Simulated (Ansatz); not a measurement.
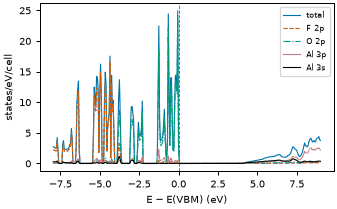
Fig. 1. Total and projected density of states of AlOF in space group P1 (No. 1; Pearson symbol aP9), PBE in the plane-wave PAW code Ansatz

### Question
Which orbitals carry the states next to the gap?

### Answer
Top 1 eV of the valence band: O 2p 91 %, Al 3p 5 %. Bottom 1 eV of the conduction band: Al 3s 53 %, Al 3p 18 %, O 2s 11 %, F 2s 7 %. Projections are on Löwdin-orthogonalised atomic valence shells; empty p or d shells of many metals are not among them.

The start of the workflow was typed in or built on a structure type; neither database checked (COD, Materials Project) lists it. Its standing as an ambient phase is unchecked. The cell was relaxed with PBE; its stability against distortions is not shown here.

Potentials: the earlier of the program's two PAW sets.
